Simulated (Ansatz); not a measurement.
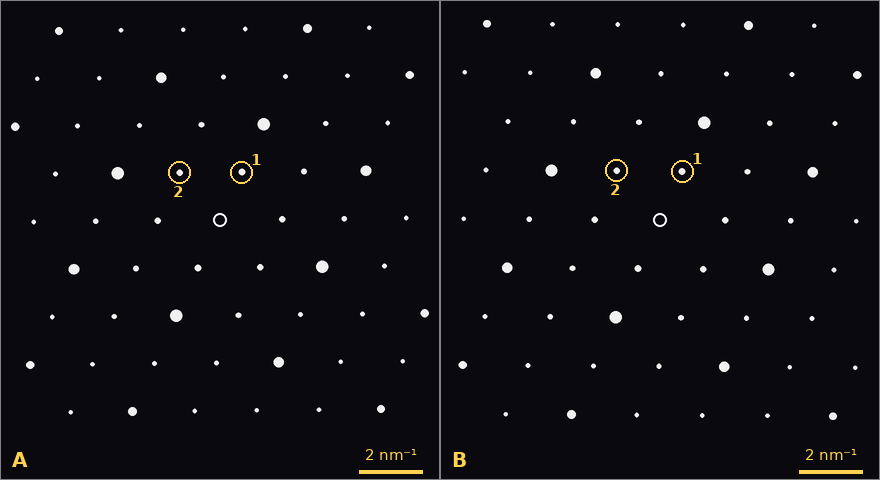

Kinematic electron diffraction patterns (200 kV, B = 0.5 Å², same scale) along [011] of the run's own cell, for the start and the end of one relaxation of Cs3S with DFT PBE, scalar-relativistic, plane waves, PAW in Ansatz 0.2.0. k mesh 12×12×12. The start is a generated model structure, and the relaxation ends in the nearest stationary point of its symmetry, not necessarily the ground state. Spot 1 is -1 -1 1 and spot 2 is 0 -1 1 in both.

Start structure:

```yaml
crystal:
  lattice:
    - [-2.60574, 2.60574, 5.82061]
    - [2.60574, -2.60574, 5.82061]
    - [2.60574, 2.60574, -5.82061]
  atoms:
    - { symbol: Cs, position: [0.50000, 0.50000, 0.00000] }
    - { symbol: Cs, position: [0.25000, 0.75000, 0.50000] }
    - { symbol: Cs, position: [0.75000, 0.25000, 0.50000] }
    - { symbol: S, position: [0.00000, 0.00000, 0.00000] }
```

### Which pattern belongs to the start structure, and which to the relaxed one?

B is the start: its cell gives d(1) = 5.821 Å, d(2) = 4.757 Å and an angle of 65.9°. A is the relaxed structure, with d(1) = 5.910 Å (+1.5 %), d(2) = 5.010 Å (+5.3 %) and 64.9°.

### Summarise the relaxation behind the change.

The volume changed by +14.4 % to 45.21 Å³ an atom; the fractional coordinates hardly changed; the space group stayed I4/mmm (No. 139); the free energy fell by 26 meV an atom. Relaxed cell: a = 7.087 Å, b = 7.087 Å, c = 7.087 Å, α = 134.06°, β = 134.06°, γ = 67.00°.
